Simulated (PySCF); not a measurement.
**C₄H₇ClGeO: electronic excitations**

What electronic excitations should C₄H₇ClGeO (`[CH3][Ge@@H]([Cl])/[CH]=C\C=O`) show?

The runs use PySCF 2.14.0, with density-fitted response routines of our own; the level of theory stands in each step. All values are computed, except where a source is named. Atoms count from 0, in the outputs and in this text.

### 1 The molecule as given

14 atoms, charge 0, multiplicity 1; geometry from: GFN2-xTB.

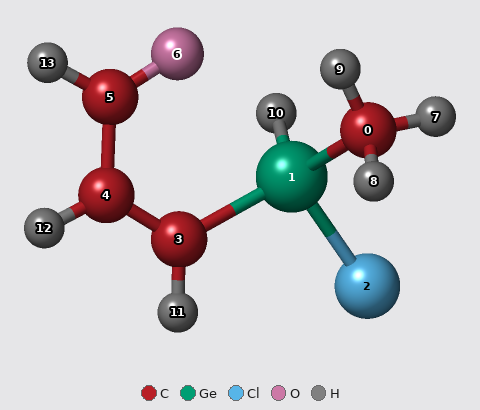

As it starts; carbon red, germanium teal, chlorine blue, oxygen pink, hydrogen grey, atoms numbered.

### 2 Ultraviolet spectrum: PBE0/def2-SVPD

What the job is given:

```
{"job": {"kind": "uv", "xc": "PBE0", "basis": "def2-SVPD", "nstates": 8, "ntriplets": 3}, "charge": 0, "multiplicity": 1}
C     -2.063957     0.494631    -0.376252
Ge    -0.710034    -0.772926     0.323424
Cl    -1.582758    -2.716657     0.066396
C      0.950004    -0.947492    -0.750869
C      1.908488    -0.018861    -0.745639
C      1.724162     1.168089     0.073570
O      0.716988     1.381967     0.710009
H     -3.021082     0.290667     0.095054
H     -2.172843     0.354384    -1.448565
H     -1.779462     1.519829    -0.175641
H     -0.421923    -0.696541     1.806484
H      1.066766    -1.840525    -1.349397
H      2.823001    -0.101850    -1.317441
H      2.561972     1.884812     0.091653
```

Level: TDDFT PBE0/def2-SVPD, vertical, gas phase, core orbitals frozen in the response.

Launch:

```bash
> OMP_NUM_THREADS=1 python probes_run.py task.json out
```

The driver reads the jobs from task.json and runs them one after another.

Standard output:

```text
coarse grid: 56936 points
cycle   1  E = -2767.7118361539  dE =  1.539e-01  |g| = 8.386e-01  |ddm| = 5.362e+00
cycle   2  E = -2767.3404656516  dE =  3.714e-01  |g| = 1.598e+00  |ddm| = 3.147e+00
cycle   3  E = -2767.8358558164  dE = -4.954e-01  |g| = 2.644e-01  |ddm| = 2.233e+00
cycle   4  E = -2767.8499488815  dE = -1.409e-02  |g| = 5.011e-02  |ddm| = 4.191e-01
cycle   5  E = -2767.8503669036  dE = -4.180e-04  |g| = 1.530e-02  |ddm| = 9.472e-02
cycle   6  E = -2767.8504153030  dE = -4.840e-05  |g| = 6.666e-03  |ddm| = 3.116e-02
cycle   7  E = -2767.8504266532  dE = -1.135e-05  |g| = 1.809e-03  |ddm| = 1.114e-02
cycle   8  E = -2767.8504273929  dE = -7.397e-07  |g| = 3.820e-04  |ddm| = 3.180e-03
final grid: 118432 points
cycle   9  E = -2767.8504093688  dE = -4.510e-08  |g| = 6.917e-04  |ddm| = 1.292e-02
cycle  10  E = -2767.8504090138  dE =  3.550e-07  |g| = 1.464e-03  |ddm| = 2.480e-03
cycle  11  E = -2767.8504094770  dE = -4.632e-07  |g| = 6.409e-05  |ddm| = 1.628e-03
cycle  12  E = -2767.8504094780  dE = -9.741e-10  |g| = 1.997e-05  |ddm| = 1.160e-04
converged SCF energy = -2767.8504094780

Static polarisability (au): isotropic 94.246, principal 73.139 91.737 117.860

Singlet excitations
state   eV       nm        f      main configurations
  1   3.6819    336.7   0.00002   H->L 0.79, H-2->L 0.16
  2   4.5916    270.0   0.00576   H-1->L 0.50, H-2->L 0.41
  3   4.6887    264.4   0.01328   H-1->L 0.48, H-2->L 0.35, H->L 0.14
  4   5.4529    227.4   0.15122   H-3->L 0.93
  5   5.7414    215.9   0.00137   H-4->L 0.86
  6   6.2478    198.4   0.01856   H-5->L 0.70, H-6->L 0.25
  7   6.3404    195.5   0.01738   H-6->L 0.71, H-5->L 0.23
  8   7.2546    170.9   0.00380   H->L+2 0.61, H-2->L+2 0.09, H->L+1 0.08

Triplet excitations (Tamm-Dancoff, eV): 3.1942 3.3162 4.2743
```

Wall time 59 s (1 thread of Arm Neoverse V1, shared host); peak memory 0.87 GiB.

Frontier orbitals and where they lie:

| orbital | eV | atoms |
| --- | --- | --- |
| HOMO−3 | -8.77 | C4 30 %, C3 29 %, O6 13 % |
| HOMO−2 | -8.49 | Cl2 57 %, O6 15 %, C3 9 % |
| HOMO−1 | -8.24 | Cl2 53 %, C0 17 %, Ge1 12 % |
| HOMO | -8.20 | O6 39 %, Cl2 17 %, C5 10 % |
| LUMO | -2.67 | C3 26 %, C5 24 %, O6 19 % |
| LUMO+1 | 0.46 | Ge1 18 %, C4 16 %, C5 14 % |
| LUMO+2 | 0.69 | C4 20 %, C5 16 %, O6 13 % |

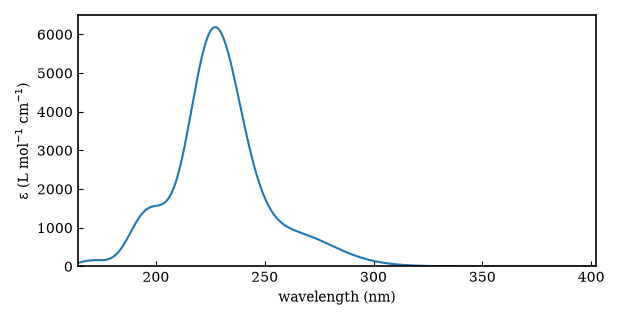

Absorption spectrum: each of the 8 states is a Gaussian band of 0.4 eV half-width at 1/e. Beyond the last state computed it falls off for lack of states.

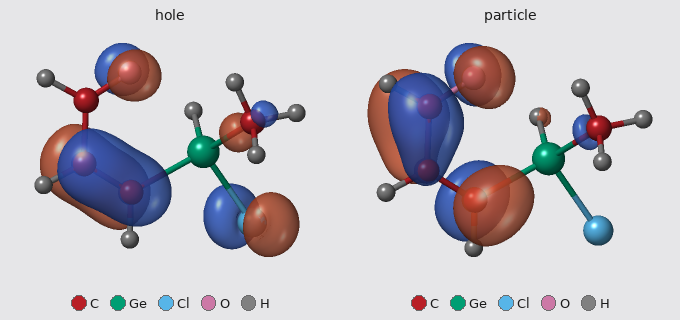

Leading natural transition orbitals of singlet state 4: the electron leaves the hole (left) for the particle orbital (right).

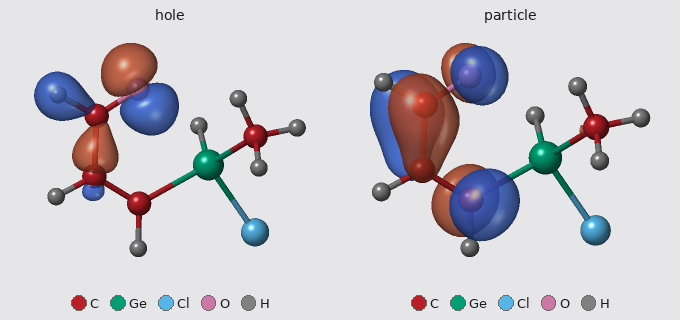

Leading natural transition orbitals of singlet state 1: the electron leaves the hole (left) for the particle orbital (right).

Ground-state properties from the same run:

| property | computed |
| --- | --- |
| dipole moment (D) | 3.71 |
| polarisability (Å³) | 13.97 |
| HOMO–LUMO gap (eV) | 5.54 |
| −ε(HOMO) (eV) | 8.20 |

Orbitals, density, ELF and potential are computed afterwards from the orbital file.

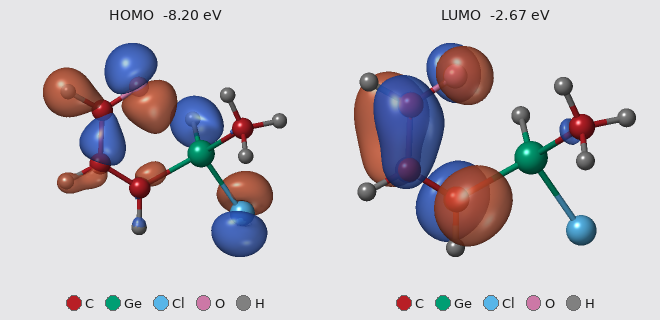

PBE0/def2-SVPD orbitals near the gap, drawn at the value that encloses 70 % of each; the two colours are the two signs.

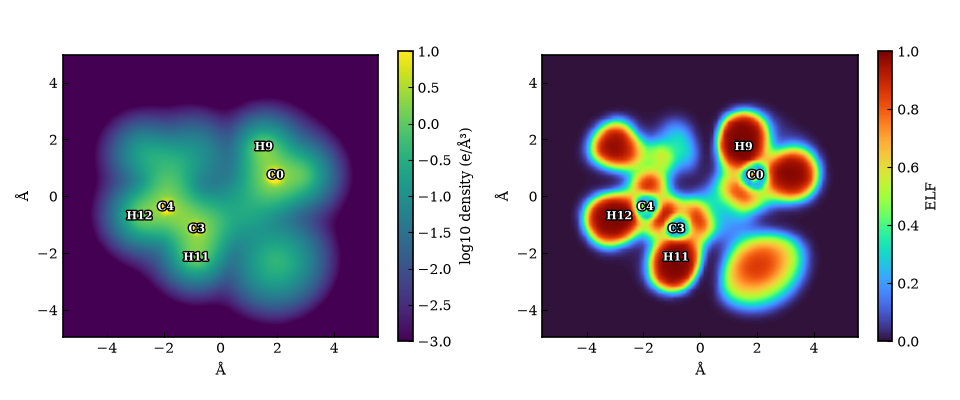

Density (left) and ELF (right) in a plane through or near 6 of the atoms.

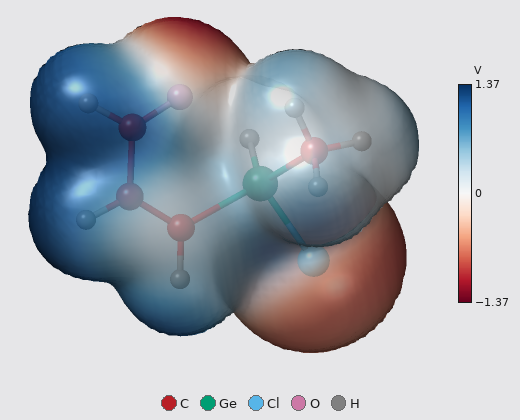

Electrostatic potential on the surface of density 0.002 e/bohr³; red is low, blue high. It runs from -1.07 V near O6 to 1.37 V near H12.

### 3 What came out

| quantity | value |
| --- | --- |
| lowest singlet (PBE0/def2-SVPD) | 3.68 eV (337 nm), f = 0.000 |
| brightest single state of those computed | state 4, 5.45 eV, f = 0.151 |
| lowest triplet | 3.19 eV |
| surface potential, least and greatest | -1.07 V and 1.37 V |

In words: The first singlet state (HOMO→LUMO 0.79, HOMO−2→LUMO 0.16) lies at 3.68 eV and is dark; of the 8 states computed, the strongest absorption comes from state 4 at 5.45 eV. The lowest triplet lies 0.49 eV below the lowest singlet (triplets in Tamm-Dancoff, singlets in full TDDFT). By nearest atom (PBE0/def2-SVPD), the HOMO sits on O6 41 %; Cl2 19 % and the LUMO on C3, C5 about 25 % each; O6 18 %.
